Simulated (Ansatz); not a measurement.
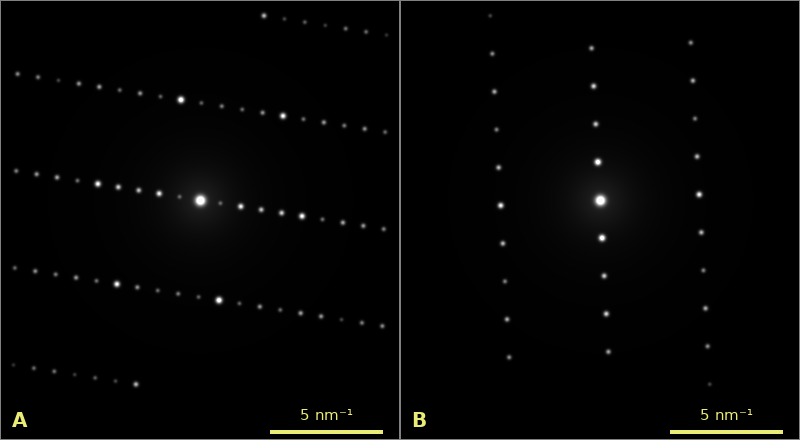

Kinematic electron diffraction patterns (200 kV, B = 0.5 Å², same scale, each along a low-index zone) of two structures of composition Si3F2, each relaxed at zero pressure with DFT PBE, scalar-relativistic, plane waves, PAW (Ansatz).

The structures (standard cells):
1. Fmmm (No. 69), a = 4.472 Å, b = 7.701 Å, c = 11.695 Å, 20 atoms; generated start, possibly hypothetical
2. R-3m (No. 166), a = 2.672 Å, c = 32.252 Å (hexagonal axes), 15 atoms; generated start, possibly hypothetical

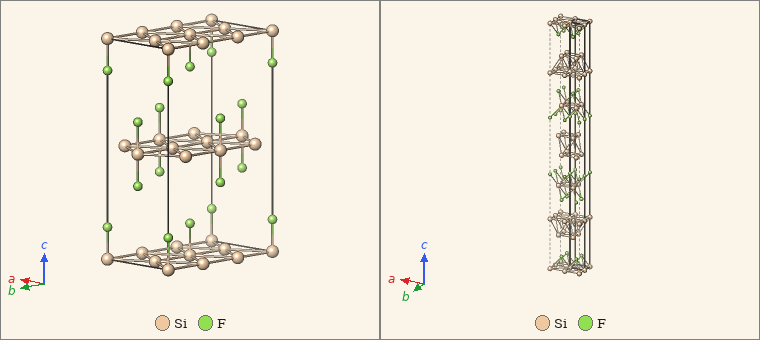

Drawings of the structures 1 to 2, from left to right (each may span several cells).

Which pattern belongs to which structure, and along which zone?

A is structure 2 along [100] or an equivalent direction: oblique net of 0 0 3 (weak) at d = 10.75 Å and 0 -1 1 at d = 2.31 Å, 85.9° apart (some points of this net are extinct or too weak to see). B is structure 1 along [010]: rectangular net of 0 0 2 at d = 5.85 Å and 2 0 0 at d = 2.24 Å, 90.0° apart.

Which structure lies lowest at this level of theory, and by how much?

Structure 1 (Fmmm, 20.14 Å³ an atom) is the lowest of these; structure 2 (R-3m, 13.30 Å³ an atom) lies about 200 meV an atom higher. These are static energies at 0 K; other structures, not shown, may lie lower still.
